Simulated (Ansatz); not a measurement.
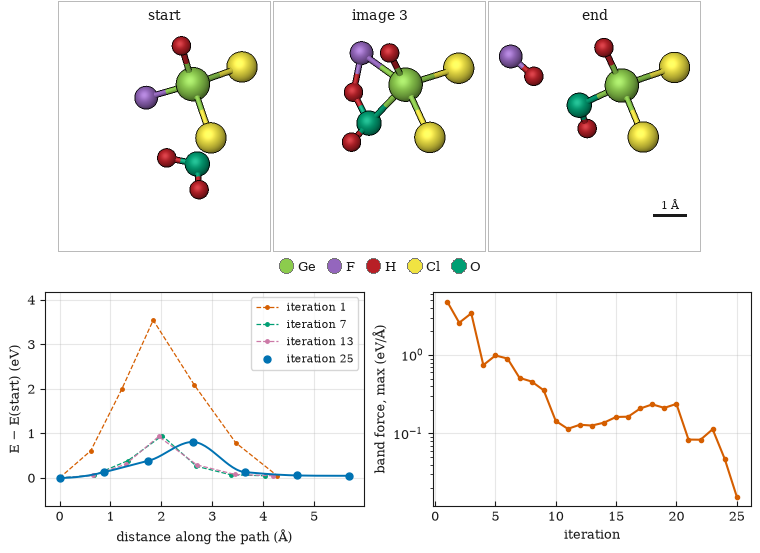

A nudged-elastic-band calculation for GeH3OCl2F, made up at the start of GeHCl2F and H$_{2}$O. Images are numbered from 0 (start) to 6 (end). The plot follows the band through its iterations. A ball-and-stick model, seen from a free direction.

Method: RKS PBE0-D4/def2-mTZVP in Ansatz 0.2.0. Settings: 5 movable images; climbing image; force threshold 0.03 eV/Å; iteration limit 60; starting path through a guess of the saddle point.

Q: Judge this run.

A: The result is final at these settings. The band converged in 25 iterations. The largest component of the band force went from 4.8 to 0.016 eV/Å. The climbing image converged on the top of the path. Its vibrational analysis gives one imaginary mode (669i cm⁻¹), as a transition state must have. The first iteration put the highest image at 3.54 eV. The highest point, image 3, lies 0.81 eV above the start and 0.76 eV above the end; the end is at +0.05 eV relative to the start.

Limits of the set-up: the start holds two separate molecules, 2.3 Å apart at their closest, whose relative position is a soft coordinate.

The run took 4.7 min on 4 threads of Arm Neoverse V2, with other jobs on the host, peak memory 0.37 GiB.
